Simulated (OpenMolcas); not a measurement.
**GeSiNH7 (SMILES [SiH3][NH][GeH3]): a chain of runs**

We compute a single-point energy (HF/ANO-R0), then a single-point energy (CASSCF(2,2)/ANO-R1), then an energy scan (CASPT2(2,2)/ANO-R1), then an energy scan (SC-NEVPT2(2,2)/ANO-R1), then an energy scan (MC-PDFT[tPBE](2,2)/ANO-R1) of GeSiNH7. 

The calculation is run with OpenMolcas 26.06.

### Step 1. Starting point

GeSiNH7: 10 atoms, total charge 0, spin state singlet. SMILES: `[SiH3][NH][GeH3]`. The shape is that of a PBE0-D4/def2-TZVP optimisation.

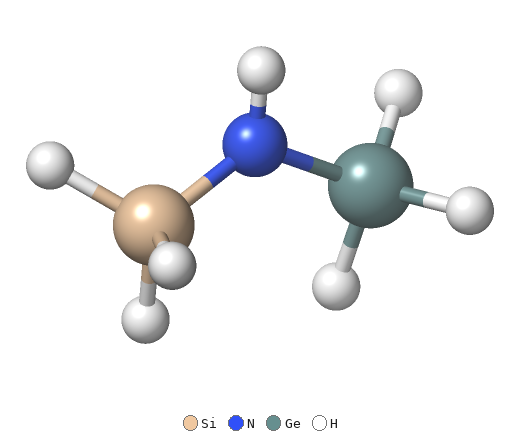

Viewed from a chosen angle; silicon light orange, nitrogen blue, germanium teal, hydrogen white.

### Step 2. The energy at HF/ANO-R0 (sfX2C) (run 1)

The input, struct.xyz:

```xyz
10

Si    -1.146800     0.522200    -0.945600
N      0.461400     0.319100    -0.375700
Ge     1.020100    -0.675800     1.066200
H     -1.923700    -0.668500    -0.512900
H     -1.160200     0.627200    -2.430500
H     -1.835500     1.735800    -0.416100
H      1.159100     0.952900    -0.736500
H     -0.018900    -1.787400     1.262400
H      1.119900     0.180400     2.345600
H      2.407800    -1.257200     0.745900
```

The input, step1.input:

```
&GATEWAY
 Coord = struct.xyz
 Basis = ANO-R0
 Group = NoSym

&SEWARD

&SCF
 PrOrbitals = 0

&LOCALISATION
 Occupied
 Freeze
 Pipek-Mezey

&LOCALISATION
 FileOrb = $Project.LocOrb
 Virtual
 Pipek-Mezey
```

On the command line:

```sh
$ export MOLCAS_MEM=1860
$ pymolcas step1.input > step1.log
```

Standard output:

```text
--- Start Module: gateway ---
[...]
--- Stop Module: gateway /rc=_RC_ALL_IS_WELL_ ---
[...]
      Basis functions           39
[...]
       Convergence after  11 Iterations
[...]
::    Total SCF energy                              -2444.4704866807
[...]
      Total spin, S                                     0.0000000000
[...]
      Total electronic charge=   60.000000
      Total            charge=   -0.000000
[...]
      Dipole Moment (debye):
      Origin of the operator (angstrom)=    0.4028   -0.2529    0.3852
                   X=  1.5452E+00               Y=  7.6659E-01               Z= -6.8457E-01           Total=  1.8558E+00
      Quadrupole Moment (debye*angstrom):
[...]
--- Start Module: localisation ---
[...]
--- Stop Module: localisation /rc=_RC_ALL_IS_WELL_ ---
--- Start Module: localisation ---
[...]
--- Stop Module: localisation /rc=_RC_ALL_IS_WELL_ ---
[...]
```

It took 4.8 s on 1 thread of Arm Neoverse V1, shared host; peak memory 0.41 GiB.

### Step 3. A single-point energy at CASSCF(2,2)/ANO-R1 (sfX2C, RICD fitting) (run 2)

struct.xyz is that of step 2.

The input, step2.inp:

```
&GATEWAY
  Coord=struct.xyz
  Basis=ANO-R0
  Group=NoSym

&SEWARD

&RASSCF
  FileOrb=$CurrDir/step1.LocOrb
  Alter=2
  1 23 30
  1 31 33
  Spin=1
  Nactel=2 0 0
  Inactive=29
  Ras2=2
  OrbListing=Nothing
>>> COPY $Project.RunFile RUNFIL1
>>> COPY $Project.RasOrb INPORB

&GATEWAY
  Coord=struct.xyz
  Basis=ANO-R1
  Group=NoSym
  RICD

&SEWARD
>>> COPY $Project.RunFile RUNFIL2

&EXPBAS

&RASSCF
  FileOrb=$Project.ExpOrb
  Spin=1
  Nactel=2 0 0
  Inactive=29
  Ras2=2
  OrbListing=Nothing
  OrbAppear=Compact
```

On the command line:

```sh
$ export MOLCAS_MEM=1860
$ pymolcas step2.inp > step2.log
```

Standard output:

```text
--- Start Module: gateway ---
[...]
      Basis functions           39
[...]
      Number of active orbitals                  2
[...]
      Spin quantum number                      0.0
[...]
      Active orbitals                            2
[...]
      Number of CSFs                             3
[...]
      Number of root(s) required                 1
[...]
      Convergence after 10 iterations
[...]
      printout of CI-coefficients larger than  0.05 for root  1
      energy=   -2444.477786
      conf/sym  11     Coeff  Weight
             1  20   0.99589 0.99180
             3  02  -0.09055 0.00820
      Natural orbitals and occupation numbers for root  1
      sym 1:   1.983603   0.016397
      ************************************************************************************************************************
      *                                                    Final results                                                     *
[...]
::    RASSCF root number  1 Total energy:  -2444.47778563
[...]
      Basis functions          106
[...]
      Convergence after 13 iterations
[...]
      Natural orbitals and occupation numbers for root  1
      sym 1:   1.982215   0.017785
      ************************************************************************************************************************
      *                                                    Final results                                                     *
[...]
::    RASSCF root number  1 Total energy:  -2445.29640245
[...]
      Total electronic charge=   60.000000
      Total            charge=   -0.000000
[...]
      Dipole Moment (debye):
      Origin of the operator (angstrom)=    0.4028   -0.2529    0.3852
                   X=  9.3340E-01               Y=  2.1013E-01               Z=  2.2976E-01           Total=  9.8396E-01
      Quadrupole Moment (debye*angstrom):
[...]
```

Wall time 22 s (1 thread of Arm Neoverse V1, shared host); peak memory 0.41 GiB.

### Step 4. The energy along one coordinate at CASPT2(2,2)/ANO-R1 (sfX2C, RICD fitting, ipea shift 0.25 Eh, pt2 variant SS) (run 3)

The input, step3.inp:

```
>>> EXPORT MOLCAS_PRINT=2
>>> COPY $CurrDir/step2.RasOrb $Project.RasOrb
>>> ForEach K in (1, 2, 3, 4, 5, 6, 7, 8, 9)

&GATEWAY
  Coord
  $CurrDir/point$K.xyz
  Basis
  ANO-R1
  Group
  NoSym
  RICD

&SEWARD

&RASSCF
  FileOrb
  $Project.RasOrb
  Spin
  1
  Nactel
  2 0 0
  Inactive
  29
  Ras2
  2
  OrbListing
  Nothing
  OrbAppear
  Compact

&CASPT2
  Imaginary
  0.2
  Frozen
  15
>>> EndDo
```

On the command line:

```sh
$ export MOLCAS_MEM=1860
$ pymolcas step3.inp > step3.log
```

Standard output:

```text
[...]
      Basis functions          106
[...]
      Number of active orbitals                  2
[...]
      Spin quantum number                      0.0
[...]
      Active orbitals                            2
[...]
      Number of CSFs                             3
[...]
      Number of root(s) required                 1
[...]
      Convergence after 11 iterations
[...]
      printout of CI-coefficients larger than  0.05 for root  1
      energy=   -2445.286137
      conf/sym  11     Coeff  Weight
             1  20   0.99690 0.99381
             3  02  -0.07866 0.00619
      Natural orbitals and occupation numbers for root  1
      sym 1:   1.987626   0.012374
      ************************************************************************************************************************
      *                                                    Final results                                                     *
[...]
::    RASSCF root number  1 Total energy:  -2445.28613736
[...]
::    CASPT2 Root  1     Total energy:  -2446.04690414
[...]
      Convergence after 11 iterations
[...]
      Natural orbitals and occupation numbers for root  1
      sym 1:   1.982221   0.017779
      ************************************************************************************************************************
      *                                                    Final results                                                     *
[...]
      Convergence after  9 iterations
[...]
      Convergence after  9 iterations
[...]
      Convergence after 10 iterations
[...]
::    RASSCF root number  1 Total energy:  -2445.15971888
[...]
::    CASPT2 Root  1     Total energy:  -2445.91053153
[...]
      Convergence after  9 iterations
[...]
::    RASSCF root number  1 Total energy:  -2445.15468267
[...]
      Reference weight:           0.85195
[...]
::    CASPT2 Root  1     Total energy:  -2445.90455234
[...]
```

Run time: 2.6 min. Hardware: 1 thread of Arm Neoverse V1, shared host; peak memory 0.16 GiB.

The scan, from its lowest point:

```csv
H4–Si1 (Å),energy (kJ/mol)
1.338,24.2
1.486,0.0
1.635,15.2
1.858,71.4
2.155,161.7
2.526,259.6
2.972,336.7
3.567,382.3
4.458,398.0
```

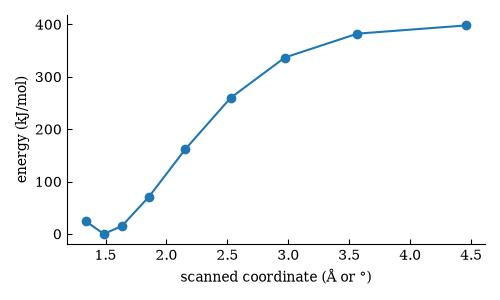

Energy along the scan.

### Step 5. An energy scan at SC-NEVPT2(2,2)/ANO-R1 (sfX2C, RICD fitting, pt2 variant SC-NEVPT2) (run 4)

The input, step4.inp:

```
>>> COPY $CurrDir/step2.RasOrb $Project.RasOrb
>>> ForEach K in (1, 2, 3, 4, 5, 6, 7, 8, 9)

&GATEWAY
  Coord = $CurrDir/point$K.xyz
  Basis = ANO-R1
  Group = NoSym
  RICD

&SEWARD

&RASSCF
  FileOrb = $Project.RasOrb
  Spin = 1
  Nactel = 2 0 0
  Inactive = 29
  Ras2 = 2
  OrbListing = Nothing
  OrbAppear = Compact

&CASPT2
  SC-NEVPT2
  Frozen = 15
>>> EndDo
```

On the command line:

```sh
$ export MOLCAS_MEM=1860
$ pymolcas step4.inp > step4.log
```

Standard output:

```text
--- Start Module: gateway ---
[...]
      Basis functions          106
[...]
      Number of active orbitals                  2
[...]
      Spin quantum number                      0.0
[...]
      Active orbitals                            2
[...]
      Number of CSFs                             3
[...]
      Number of root(s) required                 1
[...]
      Convergence after 11 iterations
[...]
      printout of CI-coefficients larger than  0.05 for root  1
      energy=   -2445.286137
      conf/sym  11     Coeff  Weight
             1  20   0.99690 0.99381
             3  02  -0.07866 0.00619
      Natural orbitals and occupation numbers for root  1
      sym 1:   1.987626   0.012374
      ************************************************************************************************************************
      *                                                    Final results                                                     *
[...]
::    RASSCF root number  1 Total energy:  -2445.28613736
[...]
::    SC-NEVPT2 Root  1     Total energy:  -2446.04226759
[...]
      Convergence after 11 iterations
[...]
      Natural orbitals and occupation numbers for root  1
      sym 1:   1.982221   0.017779
      ************************************************************************************************************************
      *                                                    Final results                                                     *
[...]
      Convergence after  9 iterations
[...]
      Convergence after  9 iterations
[...]
      Convergence after 10 iterations
[...]
::    RASSCF root number  1 Total energy:  -2445.15971888
[...]
::    SC-NEVPT2 Root  1     Total energy:  -2445.90901979
[...]
      Convergence after  9 iterations
[...]
::    RASSCF root number  1 Total energy:  -2445.15468267
[...]
::    SC-NEVPT2 Root  1     Total energy:  -2445.90335572
[...]
```

Run time: 2.5 min. Hardware: 1 thread of Arm Neoverse V1, shared host; peak memory 0.15 GiB.

The scan, from its lowest point:

```csv
H4–Si1 (Å),energy (kJ/mol)
1.338,25.5
1.486,0.0
1.635,14.1
1.858,69.1
2.155,158.1
2.526,254.8
2.972,331.0
3.567,375.3
4.458,390.2
```

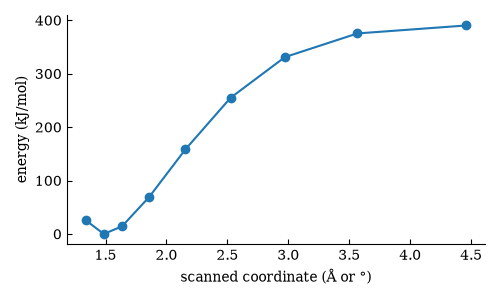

Energy along the scan.

### Step 6. The energy along one coordinate at MC-PDFT[tPBE](2,2)/ANO-R1 (sfX2C, RICD fitting) (run 5)

The input, step5.input:

```
>>> COPY $CurrDir/step2.RasOrb $Project.RasOrb
>>> ForEach K in (1, 2, 3, 4, 5, 6, 7, 8, 9)

&GATEWAY
 Coord=$CurrDir/point$K.xyz
 Basis=ANO-R1
 Group=NoSym
 RICD

&SEWARD

&RASSCF
 FileOrb=$Project.RasOrb
 Spin=1
 Nactel=2 0 0
 Inactive=29
 Ras2=2
 OrbListing=Nothing
 OrbAppear=Compact

&MCPDFT
 KSDFT=T:PBE
>>> EndDo
```

On the command line:

```sh
$ export MOLCAS_MEM=1860
$ pymolcas step5.input > step5.log
```

Standard output:

```text
--- Start Module: gateway ---
[...]
      Basis functions          106
[...]
      Number of active orbitals                  2
[...]
      Spin quantum number                      0.0
[...]
      Active orbitals                            2
[...]
      Number of CSFs                             3
[...]
      Number of root(s) required                 1
[...]
      Convergence after 11 iterations
[...]
      printout of CI-coefficients larger than  0.05 for root  1
      energy=   -2445.286137
      conf/sym  11     Coeff  Weight
             1  20   0.99690 0.99381
             3  02  -0.07866 0.00619
      Natural orbitals and occupation numbers for root  1
      sym 1:   1.987626   0.012374
      ************************************************************************************************************************
      *                                                    Final results                                                     *
[...]
::    RASSCF root number  1 Total energy:  -2445.28613736
[...]
::    MCPDFT root number  1 Total energy:  -2447.41058660
[...]
      Convergence after 11 iterations
[...]
      Natural orbitals and occupation numbers for root  1
      sym 1:   1.982221   0.017779
      ************************************************************************************************************************
      *                                                    Final results                                                     *
[...]
      Convergence after  9 iterations
[...]
      Convergence after  9 iterations
[...]
      Convergence after 10 iterations
[...]
::    RASSCF root number  1 Total energy:  -2445.15971888
[...]
::    MCPDFT root number  1 Total energy:  -2447.27122488
[...]
      Convergence after  9 iterations
[...]
::    RASSCF root number  1 Total energy:  -2445.15468267
[...]
::    MCPDFT root number  1 Total energy:  -2447.26569610
[...]
```

Run time: 2.7 min. Hardware: 1 thread of Arm Neoverse V1, shared host; peak memory 0.15 GiB.

The scan, from its lowest point:

```csv
H4–Si1 (Å),energy (kJ/mol)
1.338,26.3
1.486,0.0
1.635,13.1
1.858,66.9
2.155,156.2
2.526,256.6
2.972,340.7
3.567,392.2
4.458,406.7
```

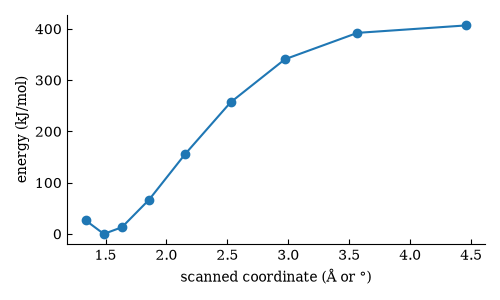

Energy along the scan.

### Step 7. Summary of results

| quantity | value |
| --- | --- |
| run 1, HF/ANO-R0: total energy | -2444.47049 Eh |
| run 1, HF/ANO-R0: dipole moment | 1.86 D |
| run 1, HF/ANO-R0: HOMO energy | -11.55 eV |
| run 1, HF/ANO-R0: LUMO energy | 1.88 eV |
| run 1, HF/ANO-R0: HOMO–LUMO gap | 13.43 eV |
| run 2, CASSCF(2,2)/ANO-R1: total energy | -2445.29640 Eh |
| run 2, CASSCF(2,2)/ANO-R1: dipole moment (CASSCF density) | 0.98 D |
| run 3, CASPT2(2,2)/ANO-R1: lowest energy of the scan | -2446.05613 Eh |
| run 4, SC-NEVPT2(2,2)/ANO-R1: lowest energy of the scan | -2446.05196 Eh |
| run 5, MC-PDFT[tPBE](2,2)/ANO-R1: lowest energy of the scan | -2447.42060 Eh |
